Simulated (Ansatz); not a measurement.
Consider Bi4I3BrO4.

```
Bi I Br O
1.0
     3.95463   -3.95463    0.00000
     3.95463    3.95463    0.00000
     0.00000    0.00000    9.21851
Bi I Br O
4 3 1 4
Direct
  0.50000 0.00000 0.13638
  0.00000 0.50000 0.13638
  0.00000 0.00000 0.86772
  0.50000 0.50000 0.86920
  0.50000 0.00000 0.67003
  0.00000 0.50000 0.67003
  0.00000 0.00000 0.33612
  0.50000 0.50000 0.30363
  0.75044 0.75044 0.00262
  0.24956 0.24956 0.00262
  0.75044 0.24956 0.00262
  0.24956 0.75044 0.00262
```

Space group P4mm; a generated structure, not necessarily the stable one.

The calculation used DFT PBEsol, scalar-relativistic, plane waves, PAW (Ansatz).

> Predict the valence pseudo-density and electron localisation function between the atoms.

Bi–O (2.33 Å): ρ is about 0.47 e/Å³ halfway; the ELF peaks at about 0.85 in the valence shell of O, 0.6 Å from its nucleus, and drops to about 0.20 between the two atoms: no localised pair shows between them.

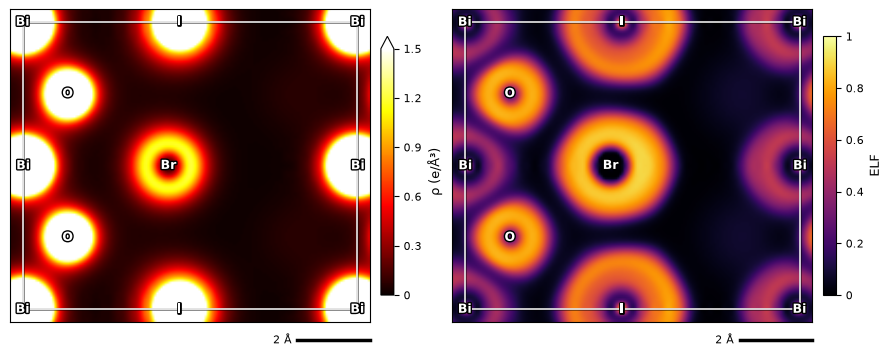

Computed valence pseudo-density and electron localisation function on the (110) plane of the conventional cell, in this order. 

Core electrons are frozen (PAW), and the valence fields are smoothed inside the atomic spheres.
